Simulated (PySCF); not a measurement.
Si(F)(H)2(nPr), SMILES CCC[SiH2]F (C₃H₉FSi), singlet at its PBE0/def2-SVP optimised geometry (Å):

```
14

Si     0.1510    -1.3078     0.0000
F     -0.3219    -2.0605     1.3681
C     -0.5964     0.4101     0.0000
C     -0.5510     1.1591    -1.3349
C      0.8562     1.4546    -1.8361
H      1.6426    -1.3078     0.0000
H     -0.3540    -2.1077    -1.1558
H     -1.6426     0.2820     0.3305
H     -0.1025     1.0007     0.7925
H     -1.1051     2.1077    -1.2334
H     -1.0974     0.5790    -2.0993
H      1.4279     0.5327    -2.0342
H      0.8345     2.0302    -2.7739
H      1.4290     2.0406    -1.0991
```

Computed with PBE0/def2-TZVP run with PySCF. Cells within 0.4 Å of a nucleus heavier than hydrogen are left out (blank, or x).

Map of the log10 of the electron density (e/bohr³), floored at −4 on the plane z = 0.0 Å:

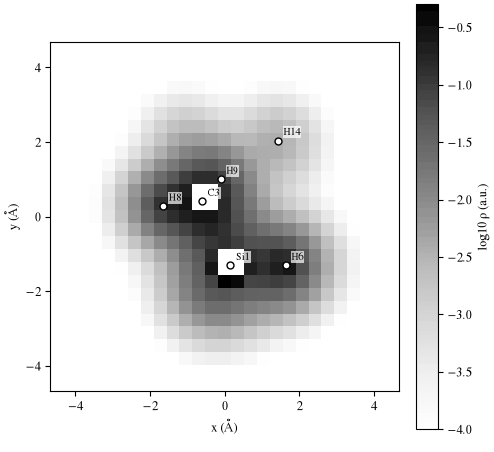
Figure. Log10 of the electron density (e/bohr³), floored at −4 on the plane z = 0.0 Å.
